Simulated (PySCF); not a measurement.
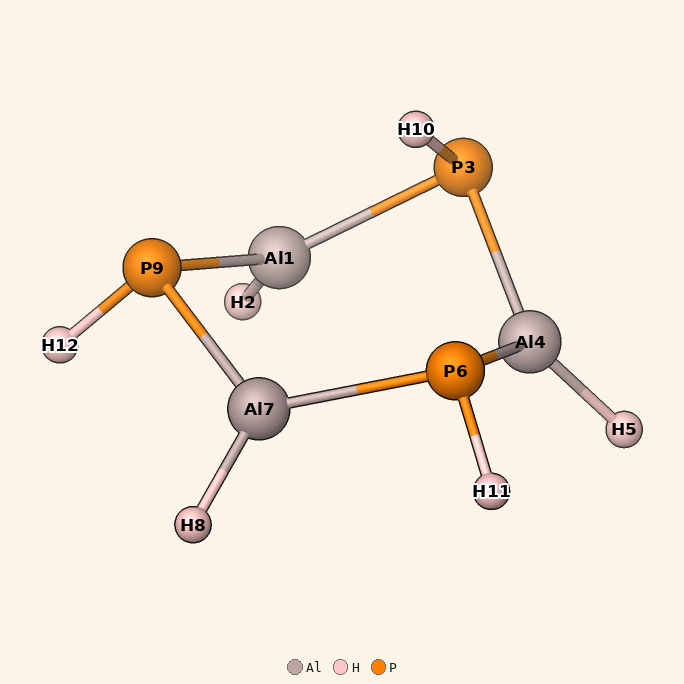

Depth is shown by fading: the farther an atom, the more it takes the colour of the background. Computed geometry: PBE0-D3(BJ)/def2-SVP optimisation. No frequency run is at hand to confirm it as a minimum.

Question: What is the conformation of the ring Al1–P3–Al4–P6–Al7–P9?

Answer: It is a chair (Cremer–Pople θ = 12°, folded into 0 to 90°). The Cremer–Pople amplitude Q is 1.10 Å.

Question: Give the torsion angles round the ring, beginning with the bond from its second to its third atom.

Answer: −77°, 69°, −58°, 58°, −70°, 78°.
